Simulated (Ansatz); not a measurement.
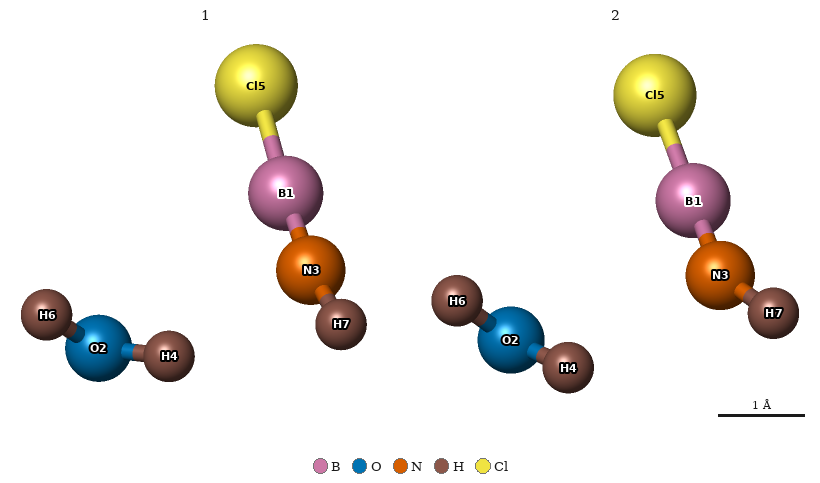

Two geometries of BNH₃OCl, drawn at one scale. One is the start of a relaxation, the other its converged end. The picture is a ball-and-stick view, seen at a tilt.

These are results of RKS PBE/def2-SVP (Ansatz), not measurements. (no spin polarisation; force threshold 0.03 eV/Å; at most 50 steps)

Q: Which one is relaxed?

A: Structure 1 is the relaxed one. The run prepares an end point of a later path (reaction) calculation, from a guessed geometry. H7 moves most after the best rigid fit: 0.29 Å. By element the largest moves are H 0.29 Å, Cl 0.18 Å, O 0.12 Å, B 0.10 Å, N 0.09 Å. Near-neighbour distances that change, for instance: B1–N3 1.265 → 1.258 Å, O2–H4 0.976 → 0.980 Å. Among the angles between lasting bonds that change: B1–N3–H7 154.3° → 171.5°. Over 10 accepted moves (13 points after the start) the energy falls by 0.039 eV. Largest force component: 0.16 eV/Å at the start, 0.022 eV/Å at the end. The line search rejected the trial steps at points 1, 7, 10 of the run.

Limits of the set-up: the start holds two separate molecules, 2.3 Å apart at their closest, whose relative position is a soft coordinate and is computed without a dispersion correction.
